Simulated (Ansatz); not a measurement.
Cost and result by functional for the ionisation potential of the (100) surface of rutile TiO2 in its 1x1 cell (cut with top plane Ti, bottom plane Ti), relaxed from an ideal cut (the real face may reconstruct), outermost plane spacing 0.90 Å in the ideal cut (one of several cuts of this face), with 1 Ti a cell over the bulk's ratio (in the relaxation 2 O–Ti bonds formed; 2 O–Ti bonds broke; O ended outermost), in Ansatz (plane waves, PAW). Single points on the PBE structure, on one kind of machine; costs are rough ratios of the slab run's core time (references not counted) to the cheapest single point. r2SCAN's cost holds its higher cutoff (500 against 420 eV). Differences are taken against r2SCAN for comparison alone: no measured value is at hand, so the table doesn't rank accuracy.

Slab: 16 atoms, O10Ti6, 11.6 Å thick at the start; k 9x6x1, smearing 0.025 eV, dipole-corrected; all atoms relaxed; symmetry of the start imposed; no spin (no spin-polarised run to compare, though such a face may carry moments), no spin-orbit, no U. The slab shows no gap on its mesh. These notes are the PBE run's.

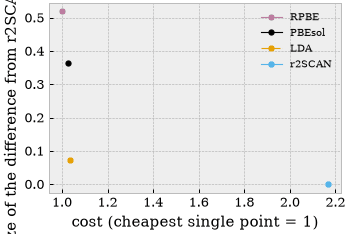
*Difference from r2SCAN against cost*

```csv
functional,relative cost,ionisation potential (eV),less r2SCAN (eV)
RPBE,1,7.27,-0.52
PBEsol,1,7.42,-0.37
LDA,1,7.72,-0.07
r2SCAN,2,7.79,0.00
PBE (the relaxed run's value),–,7.40,-0.39
```

The values span 0.52 eV, while the single points' costs differ by a factor of roughly 2. Differences are of unrounded values.

Ansatz is a first-principles code.
